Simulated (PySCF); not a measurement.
Input file:

```
{"job": {"kind": "nmr", "xc": "PBE0", "basis": "pcSseg-1"}, "charge": 0, "multiplicity": 1}
C      0.205997    -0.881568     0.441646
O      0.855075     0.302350     0.733306
Si     2.184729     0.906763    -0.113016
C     -0.858964    -0.731879    -0.620188
Si    -2.105484     0.651843    -0.280427
O     -0.341175    -1.392317     1.573213
F      1.183137    -1.756368    -0.030855
H      3.436453     0.191232     0.259022
H      1.954238     0.802034    -1.583176
H      2.271810     2.332166     0.299410
H     -1.385732    -1.693567    -0.714247
H     -0.367918    -0.536651    -1.586228
H     -3.181760     0.565685    -1.314694
H     -1.448016     1.987682    -0.397359
H     -2.716746     0.514285     1.072292
H      0.302842    -1.272658     2.283534
```

Run with:

```sh
OMP_NUM_THREADS=1 python cluster_run.py task.json out
```

Geometry: PBE0-D3(BJ)/def2-SVP.

Theory: PySCF, PBE0/pcSseg-1, SCF density, gas phase, non-relativistic.

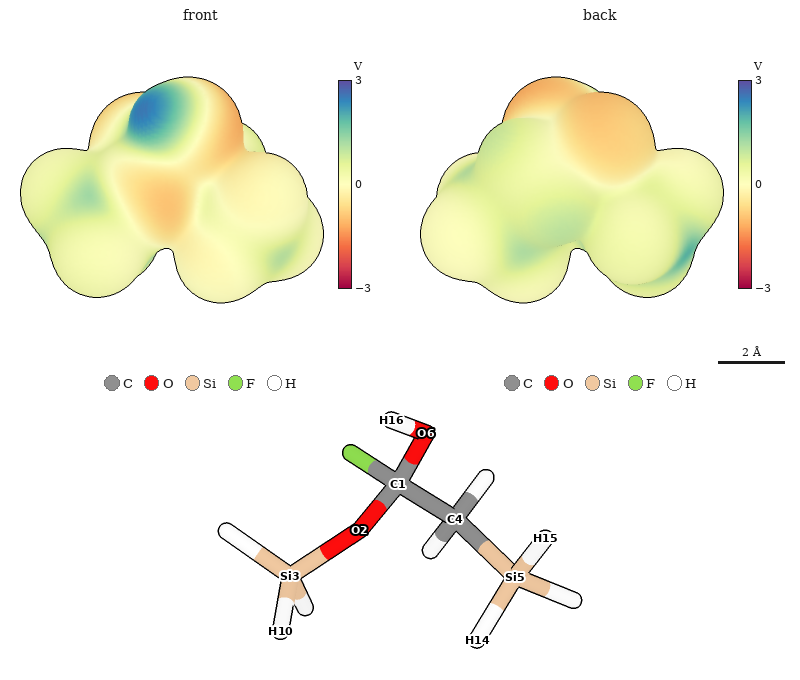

C$_{2}$H$_{9}$FO$_{2}$Si$_{2}$ (SMILES OC(F)(C[SiH3])O[SiH3]). The molecular electrostatic potential painted on the density surface at 0.002 e/bohr³, seen from the front and from behind; red is negative and blue positive. The bare structure is drawn below in the same view.

> Describe the electrostatic potential map.

The most negative region (about −1.1 V, or −25 kcal/mol for a unit charge) lies over O6, the most positive (about +2.4 V, or +55 kcal/mol for a unit charge) over H16. O6 is the likeliest acceptor of a hydrogen bond.

> What dipole moment does the calculation give?

Its dipole moment is 1.04 D.
